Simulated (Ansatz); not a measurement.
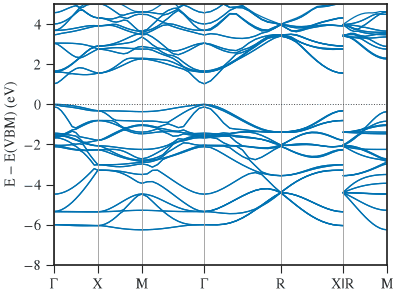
Band structure from r²SCAN with spin–orbit coupling in the plane-wave PAW code Ansatz

**Question.** Read off the gap and where the band edges lie.

**Answer.** About 1.0 eV (1.02 eV by a search for the band edges); maximum at Γ, minimum at Γ.

The material is InP in space group Pm-3n (No. 223; In on 6c, P on 6d).

The start of the workflow was typed in or built on a structure type; neither database checked (COD, Materials Project) lists it. It is not the phase usual at ambient conditions (space group No. 216). Symmetry was held in the r²SCAN relaxation; whether a distortion lowers the energy is not shown. The volume moved by 28 % from the start of the relaxation.

Potentials: the earlier of the program's two PAW sets. The files were generated under PBE; for other functionals the program regenerates the frozen cores, and for LDA and PBEsol the local potential too.
